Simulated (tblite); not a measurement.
# Run report: C₅H₁₂BFSi₂, geometry relaxation (part 1 of 3)

C₅H₁₂BFSi₂, computed with GFN2-xTB geometry optimisation, gas phase (tblite 0.8.0).

It belongs to a series of runs on one base structure; here: BH inserted into a C-Si bond.

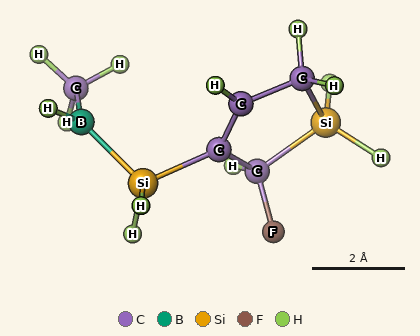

Figure 1. The structure as given in the input (ball-and-stick view, seen at a tilt).

## The input
```
{"job": {"kind": "relax", "xc": "GFN2-xTB", "basis": "xTB"}, "charge": 0, "multiplicity": 1}
C      2.970400     0.161100     0.718200
B      2.523500     0.625200    -0.746500
Si     1.054200    -0.262600    -1.621500
C     -0.462000    -0.114300    -0.569800
C     -1.008900     1.068000    -0.271200
C     -2.217200     1.098400     0.604000
Si    -2.500300    -0.675600     1.030600
C     -1.088500    -1.337700     0.035000
F     -1.569700    -2.171800    -0.967400
H      2.103600     0.288100     1.420900
H      3.264700    -0.904100     0.696400
H      3.809900     0.781100     1.067800
H      3.084500     1.512500    -1.262700
H      1.382400    -1.679100    -1.818000
H      0.790300     0.378300    -2.927700
H     -0.596300     1.994000    -0.661000
H     -2.002700     1.693200     1.525700
H     -3.084600     1.508100     0.058500
H     -2.291100    -0.917900     2.475000
H     -3.793100    -1.147100     0.532500
H     -0.378000    -1.880800     0.680700
```

The first line tells a small driver script what to run in tblite; the rest is the geometry in Å.

Launch command:
```bash
OMP_NUM_THREADS=1 python <driver script> task.json out
```

## The program's output
```
step      E/eV     max force
  0    -712.08283    2.391
  1    -712.22779    0.845
  2    -712.30240    0.554
  3    -712.35125    0.454
  4    -712.38814    0.433
  5    -712.40931    0.258
  6    -712.42157    0.239
  7    -712.43101    0.236
  8    -712.43794    0.204
  9    -712.44362    0.164
 10    -712.44746    0.156
 11    -712.44996    0.092
 12    -712.45152    0.074
 13    -712.45252    0.064
 14    -712.45327    0.067
 15    -712.45383    0.053
 16    -712.45427    0.043
 17    -712.45463    0.043
 18    -712.45490    0.032
 19    -712.45506    0.031
 20    -712.45516    0.026
 21    -712.45526    0.028
 22    -712.45537    0.034
 23    -712.45548    0.025
 24    -712.45555    0.020
 25    -712.45562    0.019
 26    -712.45570    0.036
 27    -712.45582    0.043
 28    -712.45595    0.032
 29    -712.45604    0.018
 30    -712.45611    0.016
 31    -712.45616    0.021
 32    -712.45622    0.022
 33    -712.45628    0.015
 34    -712.45635    0.016
 35    -712.45642    0.024
 36    -712.45650    0.027
 37    -712.45656    0.019
 38    -712.45661    0.017
 39    -712.45664    0.014
 40    -712.45669    0.023
 41    -712.45674    0.025
 42    -712.45680    0.019
 43    -712.45685    0.014
 44    -712.45691    0.019
 45    -712.45698    0.027
 46    -712.45706    0.028
 47    -712.45714    0.020
 48    -712.45722    0.019
 49    -712.45729    0.017
 50    -712.45738    0.020
 51    -712.45748    0.020
 52    -712.45758    0.025
 53    -712.45767    0.027
 54    -712.45777    0.025
 55    -712.45792    0.033
 56    -712.45810    0.030
 57    -712.45828    0.031
 58    -712.45842    0.025
 59    -712.45854    0.028
 60    -712.45865    0.031
 61    -712.45879    0.023
 62    -712.45894    0.027
 63    -712.45907    0.027
 64    -712.45920    0.038
 65    -712.45935    0.037
 66    -712.45953    0.026
 67    -712.45972    0.029
 68    -712.45987    0.024
 69    -712.46000    0.029
 70    -712.46016    0.030
 71    -712.46040    0.042
 72    -712.46065    0.038
 73    -712.46080    0.069
 74    -712.46110    0.033
 75    -712.46131    0.025
 76    -712.46147    0.028
 77    -712.46165    0.030
 78    -712.46187    0.028
 79    -712.46212    0.030
 80    -712.46235    0.032
 81    -712.46253    0.027
 82    -712.46269    0.025
 83    -712.46285    0.032
 84    -712.46300    0.042
 85    -712.46318    0.034
 86    -712.46332    0.017
 87    -712.46338    0.018
 88    -712.46351    0.023
 89    -712.46360    0.026
 90    -712.46368    0.020
 91    -712.46374    0.016
 92    -712.46381    0.027
 93    -712.46392    0.036
 94    -712.46405    0.034
 95    -712.46417    0.026
 96    -712.46426    0.021
 97    -712.46434    0.024
 98    -712.46446    0.029
 99    -712.46460    0.029
100    -712.46474    0.027
101    -712.46493    0.032
102    -712.46519    0.042
103    -712.46559    0.048
104    -712.46582    0.068
105    -712.46625    0.052
106    -712.46669    0.045
107    -712.46722    0.046
108    -712.46783    0.066
109    -712.46895    0.093
110    -712.47054    0.092
111    -712.46781    0.380
112    -712.47301    0.082
113    -712.47407    0.058
114    -712.47582    0.122
115    -712.47697    0.068
116    -712.47858    0.064
117    -712.48062    0.078
118    -712.48202    0.078
119    -712.48397    0.101
120    -712.48582    0.119
121    -712.48788    0.107
122    -712.48984    0.084
123    -712.48830    0.194
124    -712.49137    0.077
125    -712.49175    0.047
126    -712.49244    0.073
127    -712.49298    0.075
128    -712.49342    0.092
129    -712.49391    0.063
130    -712.49456    0.052
131    -712.49521    0.063
132    -712.49584    0.071
133    -712.49652    0.065
134    -712.49737    0.050
135    -712.49837    0.068
136    -712.49913    0.073
137    -712.49986    0.056
138    -712.50037    0.052
139    -712.50084    0.063
140    -712.50128    0.068
141    -712.50165    0.046
142    -712.50189    0.032
143    -712.50207    0.027
144    -712.50224    0.031
145    -712.50238    0.032
146    -712.50257    0.031
147    -712.50280    0.026
148    -712.50303    0.030
149    -712.50324    0.032
150    -712.50348    0.039
151    -712.50380    0.045
152    -712.50421    0.042
153    -712.50462    0.048
154    -712.50498    0.045
155    -712.50532    0.040
156    -712.50568    0.047
157    -712.50603    0.057
158    -712.50633    0.065
159    -712.50661    0.058
160    -712.50694    0.043
161    -712.50734    0.045
162    -712.50772    0.036
163    -712.50800    0.034
164    -712.50822    0.043
165    -712.50847    0.047
166    -712.50891    0.054
167    -712.50957    0.062
168    -712.51004    0.055
169    -712.51039    0.035
170    -712.51071    0.038
171    -712.51104    0.031
172    -712.51145    0.036
173    -712.51176    0.044
174    -712.51211    0.043
175    -712.51239    0.039
176    -712.51256    0.056
177    -712.51272    0.030
178    -712.51287    0.026
179    -712.51320    0.034
180    -712.51335    0.036
181    -712.51360    0.025
182    -712.51374    0.036
183    -712.51390    0.028
184    -712.51406    0.031
185    -712.51423    0.037
186    -712.51436    0.024
187    -712.51452    0.034
188    -712.51467    0.027
189    -712.51481    0.032
190    -712.51512    0.043
191    -712.51558    0.061
192    -712.51616    0.071
193    -712.51667    0.089
194    -712.51759    0.085
195    -712.51841    0.058
196    -712.51854    0.087
197    -712.51857    0.090
198    -712.51896    0.049
199    -712.51908    0.033
200    -712.51926    0.025
201    -712.51940    0.034
202    -712.51963    0.047
203    -712.51994    0.041
204    -712.52012    0.032
205    -712.52029    0.032
206    -712.52048    0.035
207    -712.52065    0.028
208    -712.52078    0.021
209    -712.52092    0.031
210    -712.52099    0.022
211    -712.52109    0.019
212    -712.52115    0.018
213    -712.52120    0.015
214    -712.52123    0.014
215    -712.52128    0.014
216    -712.52135    0.016
217    -712.52143    0.019
218    -712.52151    0.018
219    -712.52158    0.017
220    -712.52162    0.022
221    -712.52166    0.015
222    -712.52170    0.010
223    -712.52174    0.011
224    -712.52176    0.010
```

## Trajectory as extended XYZ (Å, eV, eV/Å), 23 of the 225 frames kept, from step=0 to step=224
```
21
Properties=species:S:1:pos:R:3:forces:R:3 step=0 energy=-712.08283
C     2.9704    0.1611    0.7182   -0.2880   0.5050  -0.3180
B     2.5235    0.6252   -0.7465    0.4240   0.0160   0.8050
Si    1.0542   -0.2626   -1.6215    0.6560  -0.0680  -0.8220
C    -0.4620   -0.1143   -0.5698   -0.3470   0.5070   0.2570
C    -1.0089    1.0680   -0.2712    0.2050  -0.4160  -0.2180
C    -2.2172    1.0984    0.6040   -0.0070   1.3270   0.3270
Si   -2.5003   -0.6756    1.0306   -1.7180  -0.7610   1.4790
C    -1.0885   -1.3377    0.0350    0.5860  -0.0520  -0.1910
F    -1.5697   -2.1718   -0.9674    0.4120  -0.3070   0.0270
H     2.1036    0.2881    1.4209    0.8790  -0.2870  -0.5060
H     3.2647   -0.9041    0.6964   -0.1870   0.5900   0.2650
H     3.8099    0.7811    1.0678   -0.3090  -0.5040   0.2160
H     3.0845    1.5125   -1.2627    0.1100   0.0580   0.0430
H     1.3824   -1.6791   -1.8180   -0.1900  -0.1670  -0.1540
H     0.7903    0.3783   -2.9277   -0.1990  -0.2210  -0.0640
H    -0.5963    1.9940   -0.6610   -0.1170  -0.1310   0.0790
H    -2.0027    1.6932    1.5257   -0.3750  -0.0300  -0.8230
H    -3.0846    1.5081    0.0585    0.4380   0.2870   0.3780
H    -2.2911   -0.9179    2.4750   -0.0760  -0.0280  -0.1830
H    -3.7931   -1.1471    0.5325    0.0590  -0.0930   0.0730
H    -0.3780   -1.8808    0.6807    0.0450  -0.2230  -0.6710
21
Properties=species:S:1:pos:R:3:forces:R:3 step=10 energy=-712.44746
C     2.9933    0.1961    0.7148    0.0040   0.0120  -0.0830
B     2.5727    0.6495   -0.7335   -0.0350   0.0080  -0.0270
Si    1.0916   -0.2678   -1.6631    0.1240   0.0640   0.0700
C    -0.4582   -0.1105   -0.5712    0.0530   0.0020  -0.0380
C    -1.0200    1.0531   -0.2637   -0.0040   0.0090  -0.0250
C    -2.2304    1.1270    0.6213   -0.0190  -0.0920   0.0030
Si   -2.5708   -0.6958    1.0844    0.0410   0.1120  -0.0650
C    -1.0848   -1.3396    0.0333   -0.0500   0.0480   0.0320
F    -1.5083   -2.2106   -0.9724    0.0270   0.0340   0.0330
H     2.1465    0.2778    1.4002    0.0340   0.0100  -0.0270
H     3.2569   -0.8636    0.7167    0.0090   0.0430   0.0300
H     3.8261    0.7482    1.1484   -0.0370  -0.0360   0.0070
H     3.1345    1.5545   -1.2387   -0.0250  -0.0860   0.0780
H     1.3214   -1.7103   -1.8803   -0.0640   0.0530  -0.0230
H     0.7353    0.3068   -2.9764   -0.0400  -0.0720   0.0000
H    -0.6254    1.9842   -0.6475    0.0220   0.0210  -0.0100
H    -2.0265    1.7749    1.4760    0.0190  -0.0420   0.0330
H    -3.0507    1.6054    0.0809   -0.0020  -0.0420  -0.0100
H    -2.3377   -0.9507    2.5096   -0.0510  -0.0260  -0.0120
H    -3.8389   -1.1993    0.5661    0.0150  -0.0290   0.0520
H    -0.3355   -1.9123    0.5948   -0.0240   0.0090  -0.0170
21
Properties=species:S:1:pos:R:3:forces:R:3 step=20 energy=-712.45516
C     2.9974    0.1950    0.7123   -0.0050  -0.0010  -0.0110
B     2.5787    0.6492   -0.7333   -0.0060  -0.0130  -0.0210
Si    1.1006   -0.2607   -1.6620   -0.0020  -0.0080  -0.0080
C    -0.4487   -0.1007   -0.5711    0.0080  -0.0030   0.0000
C    -1.0157    1.0617   -0.2696   -0.0020  -0.0120   0.0030
C    -2.2279    1.1238    0.6158    0.0010   0.0140   0.0020
Si   -2.5704   -0.6921    1.0794    0.0050  -0.0020  -0.0070
C    -1.0815   -1.3279    0.0336    0.0130   0.0090  -0.0030
F    -1.5022   -2.1990   -0.9720    0.0150   0.0160  -0.0020
H     2.1477    0.2815    1.3923    0.0040   0.0040   0.0010
H     3.2614   -0.8632    0.7255    0.0030  -0.0030   0.0080
H     3.8263    0.7470    1.1509   -0.0030  -0.0030   0.0030
H     3.1440    1.5543   -1.2245    0.0000  -0.0050   0.0030
H     1.2968   -1.7038   -1.8895   -0.0020  -0.0020   0.0120
H     0.7166    0.2787   -2.9821    0.0000   0.0030   0.0040
H    -0.6207    1.9947   -0.6516   -0.0190  -0.0110   0.0140
H    -2.0221    1.7610    1.4782   -0.0070   0.0050   0.0100
H    -3.0514    1.5991    0.0792   -0.0040   0.0050   0.0000
H    -2.3621   -0.9614    2.5058   -0.0050   0.0010  -0.0040
H    -3.8390   -1.2165    0.5859    0.0050  -0.0060  -0.0050
H    -0.3366   -1.9038    0.5966    0.0030   0.0130   0.0000
21
Properties=species:S:1:pos:R:3:forces:R:3 step=31 energy=-712.45616
C     2.9973    0.1895    0.7082    0.0000   0.0020   0.0040
B     2.5811    0.6382   -0.7397    0.0080   0.0020   0.0030
Si    1.0992   -0.2643   -1.6635   -0.0180  -0.0030  -0.0110
C    -0.4439   -0.0900   -0.5658    0.0020   0.0050  -0.0040
C    -1.0172    1.0693   -0.2641   -0.0020  -0.0040  -0.0020
C    -2.2316    1.1255    0.6193    0.0010   0.0010  -0.0020
Si   -2.5694   -0.6939    1.0739   -0.0070  -0.0010   0.0080
C    -1.0723   -1.3203    0.0353    0.0070   0.0080  -0.0020
F    -1.4806   -2.1893   -0.9767   -0.0040  -0.0040   0.0040
H     2.1450    0.2846    1.3840    0.0070  -0.0020   0.0030
H     3.2609   -0.8688    0.7340   -0.0050   0.0070  -0.0010
H     3.8246    0.7459    1.1445   -0.0010  -0.0110   0.0060
H     3.1445    1.5452   -1.2274    0.0110   0.0080  -0.0130
H     1.2863   -1.7108   -1.8783   -0.0070   0.0070  -0.0010
H     0.7119    0.2739   -2.9835    0.0050  -0.0090   0.0080
H    -0.6308    2.0057   -0.6457    0.0040  -0.0090   0.0050
H    -2.0307    1.7596    1.4854   -0.0010  -0.0040   0.0030
H    -3.0535    1.6027    0.0817   -0.0070  -0.0040   0.0020
H    -2.3710   -0.9629    2.5018    0.0020  -0.0020  -0.0040
H    -3.8314   -1.2295    0.5755    0.0030   0.0020  -0.0120
H    -0.3272   -1.8934    0.6005    0.0050   0.0100   0.0070
21
Properties=species:S:1:pos:R:3:forces:R:3 step=41 energy=-712.45674
C     2.9977    0.1887    0.7063   -0.0030   0.0000   0.0000
B     2.5858    0.6357   -0.7438    0.0020  -0.0030   0.0000
Si    1.0976   -0.2626   -1.6629   -0.0240  -0.0020  -0.0080
C    -0.4443   -0.0822   -0.5644    0.0010   0.0100  -0.0030
C    -1.0206    1.0748   -0.2602   -0.0040   0.0020   0.0010
C    -2.2363    1.1256    0.6224    0.0010  -0.0040   0.0010
Si   -2.5705   -0.6962    1.0702   -0.0080   0.0090   0.0060
C    -1.0664   -1.3139    0.0391    0.0090   0.0030  -0.0040
F    -1.4664   -2.1908   -0.9689    0.0030  -0.0120  -0.0010
H     2.1452    0.2885    1.3814    0.0040  -0.0020   0.0000
H     3.2540   -0.8715    0.7316   -0.0020   0.0080   0.0020
H     3.8278    0.7388    1.1456   -0.0020  -0.0070  -0.0090
H     3.1554    1.5349   -1.2393    0.0140   0.0040   0.0000
H     1.2716   -1.7118   -1.8715    0.0070   0.0080   0.0010
H     0.7111    0.2669   -2.9866    0.0050   0.0010   0.0120
H    -0.6348    2.0128   -0.6379   -0.0030  -0.0010  -0.0020
H    -2.0385    1.7562    1.4920    0.0020  -0.0010  -0.0040
H    -3.0604    1.6017    0.0868    0.0080  -0.0010   0.0000
H    -2.3765   -0.9678    2.4980   -0.0100  -0.0050  -0.0020
H    -3.8235   -1.2347    0.5527   -0.0030   0.0000   0.0030
H    -0.3170   -1.8763    0.6089    0.0030  -0.0080   0.0080
```
